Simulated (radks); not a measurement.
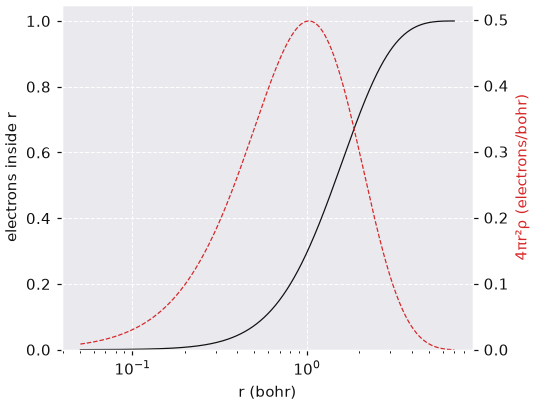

System: the neutral hydrogen atom, configuration 1s1. It sits in a hard spherical wall of radius 7 bohr. All numbers are computed, not measured: scalar-relativistic Kohn-Sham, PBE, spin-unpolarised, spherical densities, point nucleus (the in-house radial solver radks).

```
Z 1
configuration 1s1 2s0 2p0
relativity scalar-relativistic
functional pbe,pbe
spin unpolarised
nucleus point
wall 7 bohr
c 137.035999084
```

The plot shows the number of electrons inside radius r (solid) and the radial density 4πr²ρ (dashed).

**What does the plot show?**

The count levels off at 1 electrons. Half of them lie within 1.43 bohr, 90 % within 2.92 bohr and 99 % within 4.58 bohr. The radial density has a single maximum, so no shell boundary shows.
